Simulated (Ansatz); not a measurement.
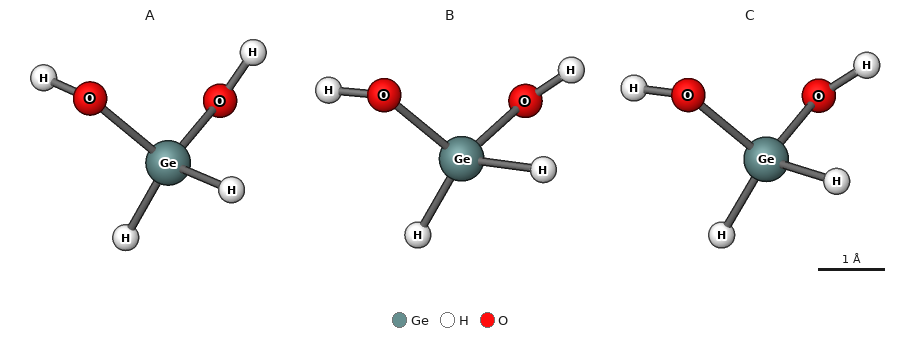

3 geometries from one relaxation of GeH$_{4}$O$_{2}$, in shuffled order. A ball-and-stick model, seen at a tilt.

The run prepares an end point of a later path (reaction) calculation, from a guessed geometry.

The calculation used RKS BHLYP-D4/def2-SVP (Ansatz 0.2.0). Settings: no spin polarisation; force threshold 0.03 eV/Å; at most 50 steps.

Put them in the order of the run, from the start to the converged end.

B, C, A. They are steps 0, 2, 6, at +41.3 kJ/mol, +5.62 kJ/mol relative to the last. Over 5 accepted moves (6 points after the start) the energy falls by 41.3 kJ/mol. Largest force component: 1.4 eV/Å at the start, 0.015 eV/Å at the end. The line search rejected the trial step at point 5 of the run. The atom that moves furthest after the best rigid fit is an H atom (0.47 Å). Largest moves by element: H 0.47 Å, Ge 0.13 Å, O 0.11 Å. Near-neighbour distances that change, for instance: Ge–O 1.753 → 1.764 Å, Ge–H 1.520 → 1.524 Å. Among the angles between lasting bonds that change: H–Ge–O 87.6° → 111.7°, H–Ge–H 122.3° → 115.5°, H–Ge–O 110.5° → 104.1°.
